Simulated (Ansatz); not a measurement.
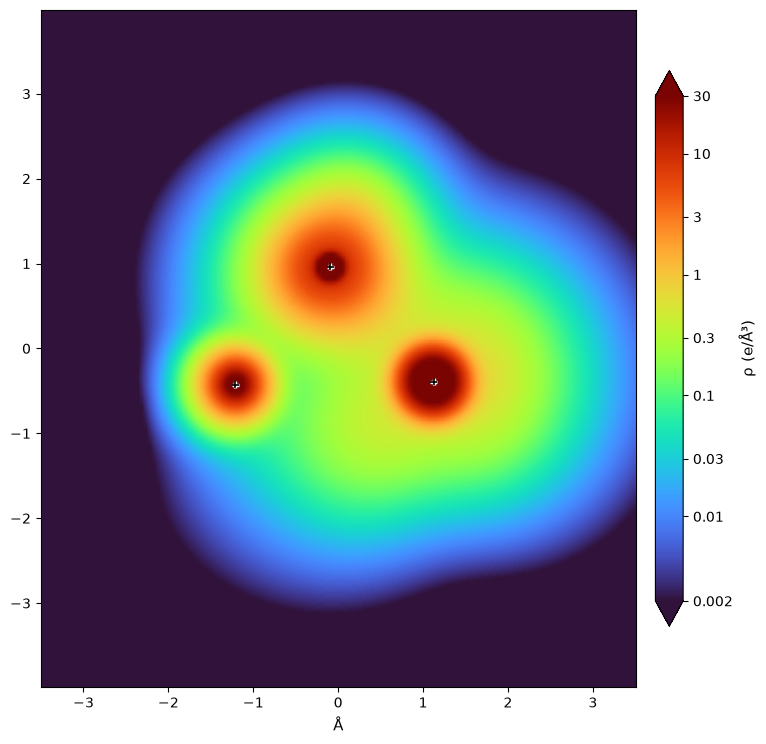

The total electron density on a plane through atoms (crosses mark nuclei in the plane).

These are results of RKS PBE0-D4/def2-TZVPP in Ansatz, not measurements.

Candidates:
A. H3LiOSi
B. AsH8NSSi
C. Cl3HOSi···HCl

> Which candidate gave the map?

Candidate A: H3LiOSi on the plane of atoms Li1, O2 and Si3, which holds Li, O and Si. Li–O (1.79 Å): ρ is about 0.53 e/Å³ halfway. Si–O (1.82 Å): ρ at the midpoint is about 0.81 e/Å³.
